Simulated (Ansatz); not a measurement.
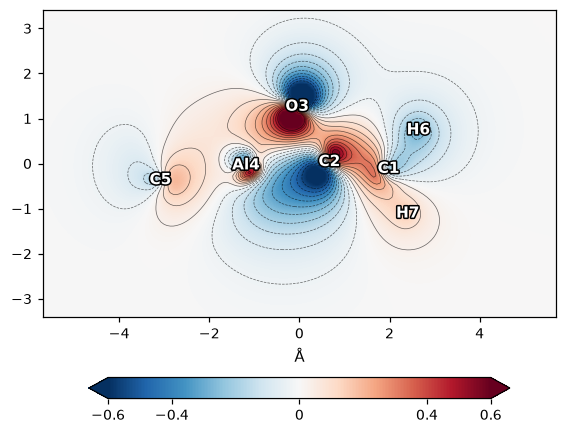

*C₃H₅AlO (SMILES C=[C]1[O][Al]1[CH3]). The HOMO−1 on the plane of atoms C1, C2 and O3 (values in Å⁻³ᐟ²; the overall sign is arbitrary).*

Geometry: PBE0-D4/def2-TZVP.

Theory: RKS PBE0-D4/def2-TZVPP in Ansatz.

The calculation's input:

```
crystal:
  periodic: [false, false, false]
  atoms:
    - {symbol: C, position_ang: [-0.860753, -1.988600, 1.580069]}
    - {symbol: C, position_ang: [-0.315505, -1.082880, 0.786656]}
    - {symbol: O, position_ang: [0.961860, -1.150488, 0.172572]}
    - {symbol: Al, position_ang: [0.203805, 0.334757, -0.283150]}
    - {symbol: C, position_ang: [0.520329, 1.908332, -1.352583]}
    - {symbol: H, position_ang: [-0.335575, -2.905725, 1.831950]}
    - {symbol: H, position_ang: [-1.847650, -1.825306, 1.992110]}
    - {symbol: H, position_ang: [-0.047939, 2.765693, -0.986315]}
    - {symbol: H, position_ang: [0.222539, 1.726354, -2.389000]}
    - {symbol: H, position_ang: [1.581989, 2.166864, -1.349408]}
basis:
  gaussian: {orbitals: def2-TZVPP}
hamiltonian: {xc: pbe0, dispersion: d4}
output: {orbitals: {seedname: orbitals}}
```

Run with:

```sh
ansatz run in.yaml --threads 2 --pin off --events-out ev --progress --plain --max-ram 4352MiB
```

What is the character of this orbital?

Answer. It lies mainly on C2 (about 30 %), O3 (about 30 %), Al4 (about 20 %) and C1 (about 5 %). Its energy is −6.78 eV.
